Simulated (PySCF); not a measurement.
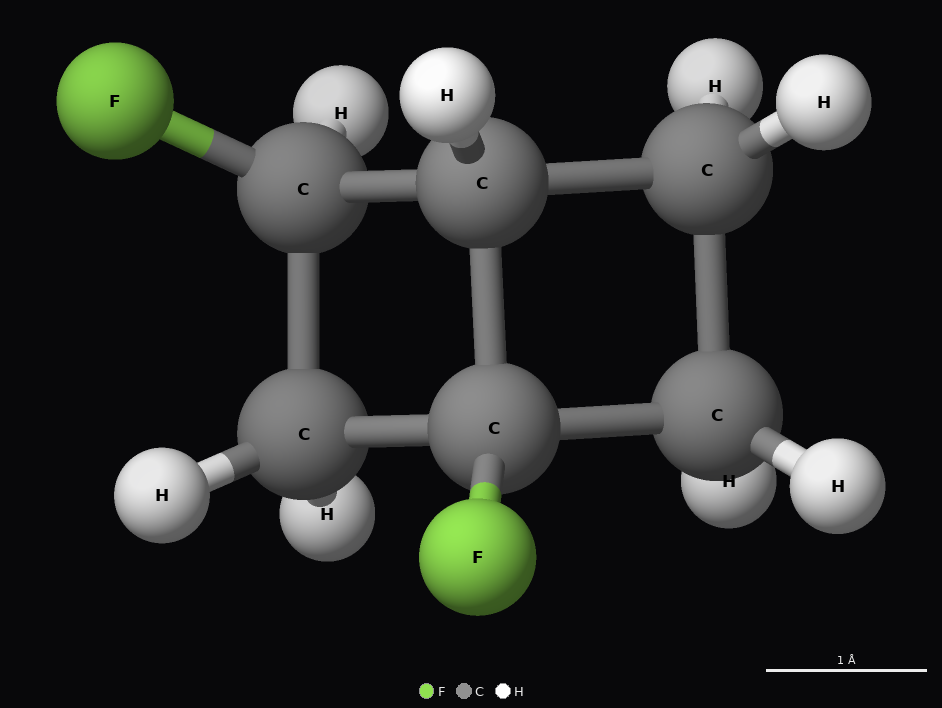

The picture shows a molecular structure as a ball-and-stick model. Every bond is drawn as one stick, whatever its order.

Computed geometry: GFN2-xTB optimisation. No frequency run is at hand to confirm it as a minimum.

Give the formula.

C₆H₈F₂, 16 atoms: 6 carbon, 8 hydrogen and 2 fluorine.

What is the point group of this geometry?

C1.

More results for the same structure follow; atom numbers are the same in all pictures, views and colours differ.

**Shape**

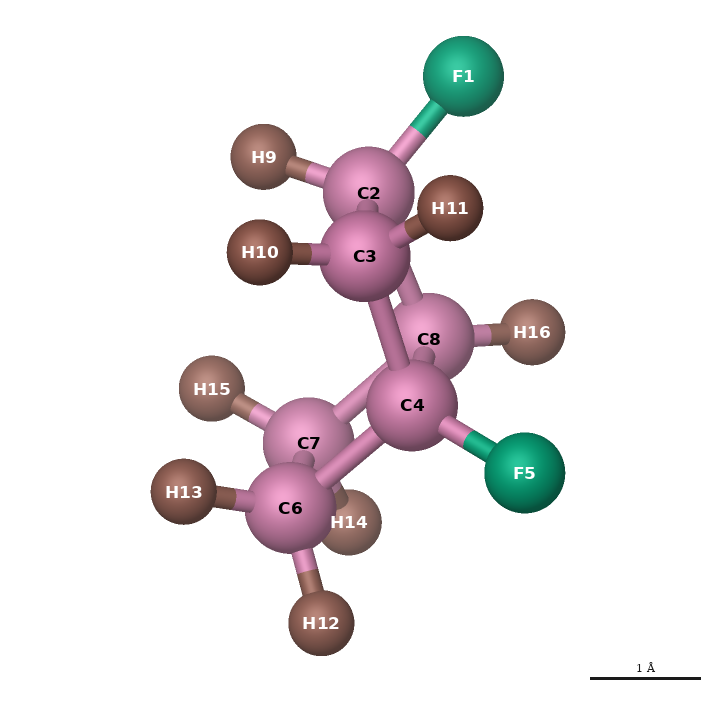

Atoms carry their numbers in the input. No frequency run is at hand to confirm it as a minimum.

What is the dihedral angle F5–C4–C6–C7?

127° in size, that is anticlinal.

**Dipole moment**

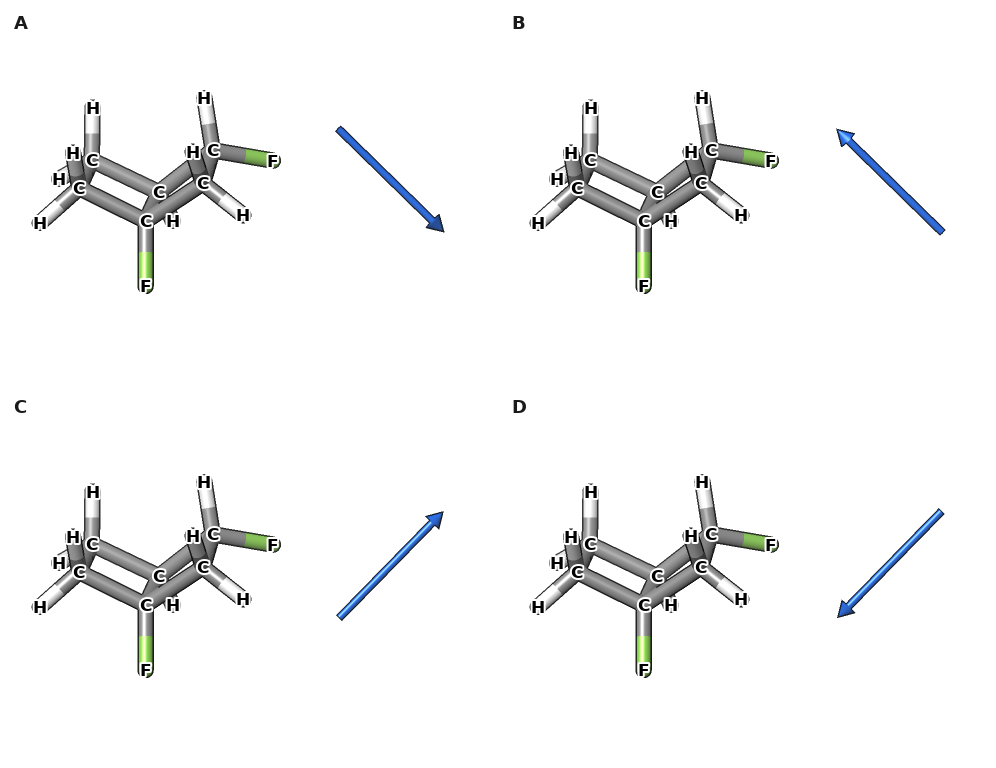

The same molecule four times, each with an arrow. No frequency run is at hand to confirm it as a minimum. Method: PBE0/pcSseg-1, gas phase (PySCF 2.14.0).

Which arrow points along the dipole moment, from the negative to the positive end?

B. The dipole moment is 2.38 D.

**NMR shielding**

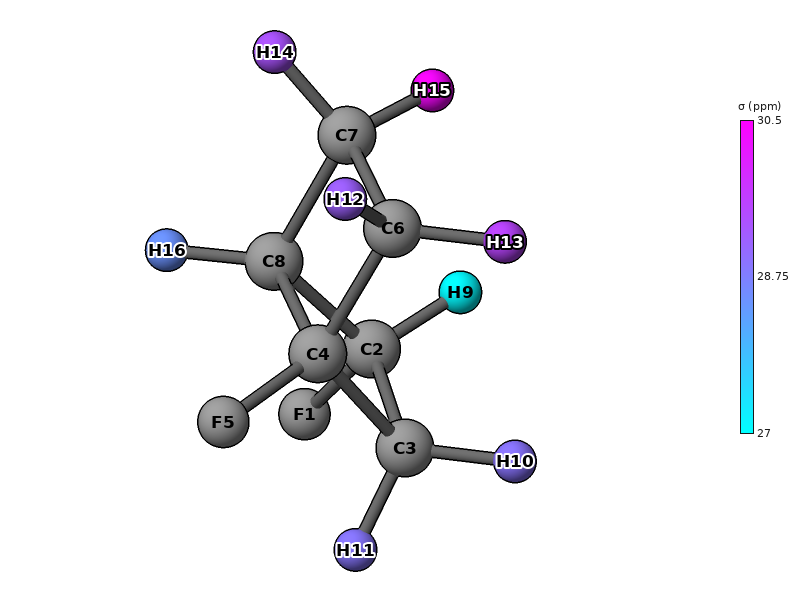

Atoms are coloured by their isotropic NMR shieldings (H only, the others grey). No frequency run is at hand to confirm it as a minimum. Level of theory: GIAO PBE0/pcSseg-1 NMR shielding, non-relativistic, gas phase (PySCF 2.14.0).

Give the isotropic NMR shieldings of the H atoms atom by atom.

```json
{"atom": "H9", "σ (ppm)": "27.07"}
{"atom": "H10", "σ (ppm)": "28.90"}
{"atom": "H11", "σ (ppm)": "28.86"}
{"atom": "H12", "σ (ppm)": "29.16"}
{"atom": "H13", "σ (ppm)": "29.55"}
{"atom": "H14", "σ (ppm)": "29.34"}
{"atom": "H15", "σ (ppm)": "30.39"}
{"atom": "H16", "σ (ppm)": "28.48"}
```

**Electronic properties**

No frequency run is at hand to confirm it as a minimum. Method: PBE0/def2-SVPD, gas phase (PySCF 2.14.0). Excitations: vertical, linear response.

Estimate the HOMO–LUMO gap.

9.05 eV.

What is the mean static polarisability?

65.5 bohr³.

Estimate the lowest vertical singlet excitation.

7.81 eV.

Give the HOMO energy (Kohn–Sham orbital) at this level.

−8.27 eV.

**Charges**

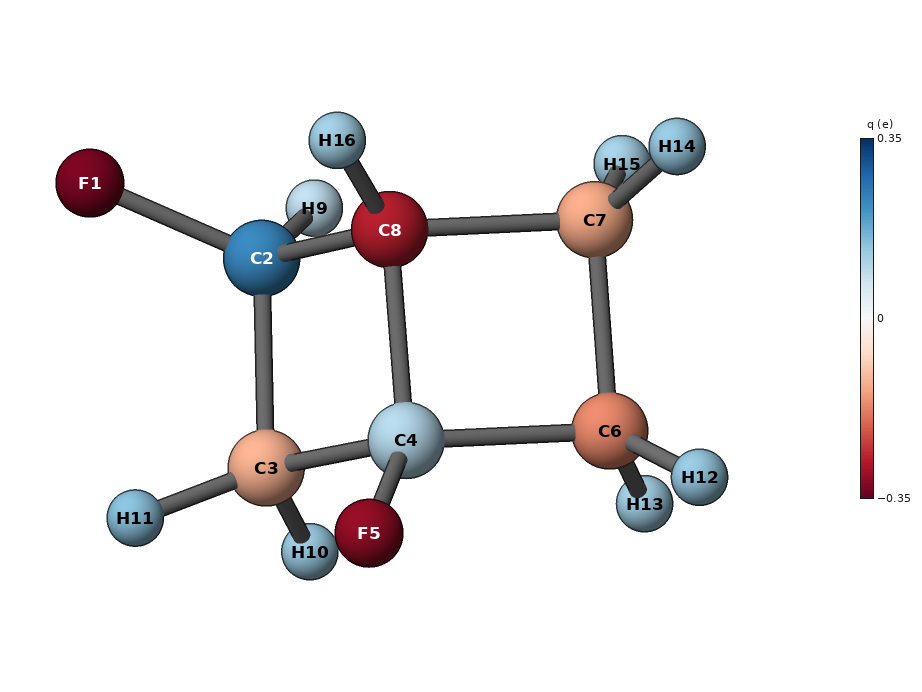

Atoms are coloured by their Mulliken charges. No frequency run is at hand to confirm it as a minimum. Properties computed with PBE0/pcSseg-1, gas phase (PySCF 2.14.0).

Which atom carries the highest charge (most positive or least negative)?

C2 (0.23 e).

And the lowest?

F1 (−0.33 e).

List the Mulliken charges.

```
atom  value (e)
  F1      −0.33
  C2       0.23
  C3      −0.12
  C4       0.10
  F5      −0.31
  C6      −0.17
  C7      −0.13
  C8      −0.27
  H9       0.09
 H10       0.13
 H11       0.14
 H12       0.14
 H13       0.12
 H14       0.13
 H15       0.12
 H16       0.12
```

Mulliken values depend strongly on the basis set and can even reverse the polarity of a bond.
